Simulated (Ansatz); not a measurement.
```xyz
12

N    -1.7870   -0.7176    0.6408
Si   -0.0826   -0.7178    1.1357
Si    1.1500    0.1631   -0.6948
O     0.6972   -0.6830   -2.1447
S     0.6296    2.3683   -0.7767
H    -2.2712    0.1196    0.3516
H    -2.3931   -1.5010    0.8328
H     0.2346    0.0328    2.4052
H     0.2982   -2.1582    1.3247
H     2.6388    0.0153   -0.6796
H    -0.2403   -0.8908   -2.3095
H     1.3849    2.7330   -1.8715
```

Computed with Ansatz, RKS B3LYP/6-31G.

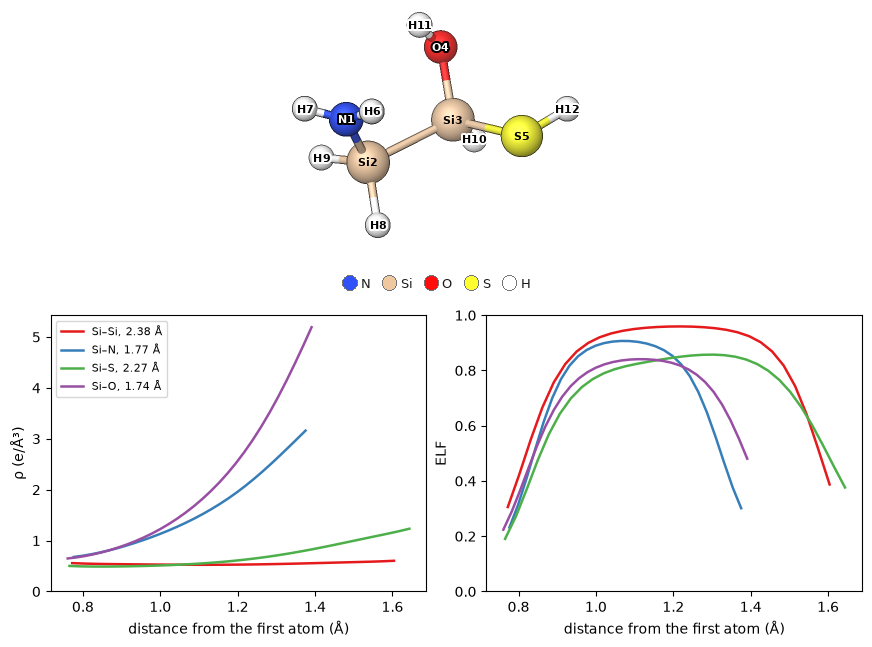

H7NOSSi2 (SMILES N[SiH2][SiH](O)S). Electron density and ELF along straight lines between neighbouring atoms. The curves leave out the atomic cores. The structure is drawn too.

Question: Compare the contacts.

Answer: Si–Si (2.38 Å): ρ at the midpoint is about 0.53 e/Å³; the ELF peaks at about 0.95 between the atoms, as expected for a covalent bond.
Si–N (1.77 Å): ρ at the midpoint is about 0.85 e/Å³; the ELF peaks at about 0.90 between the atoms (a shared but strongly polarised pair).
Si–S (2.27 Å): ρ at the midpoint is about 0.57 e/Å³, with its minimum of 0.49 e/Å³ about 0.9 Å from Si; the ELF peaks at about 0.85 between the atoms (a shared electron pair).
Si–O (1.74 Å): ρ at the midpoint is about 0.81 e/Å³; the ELF peaks at about 0.85 between the atoms, as expected for a shared but strongly polarised pair.
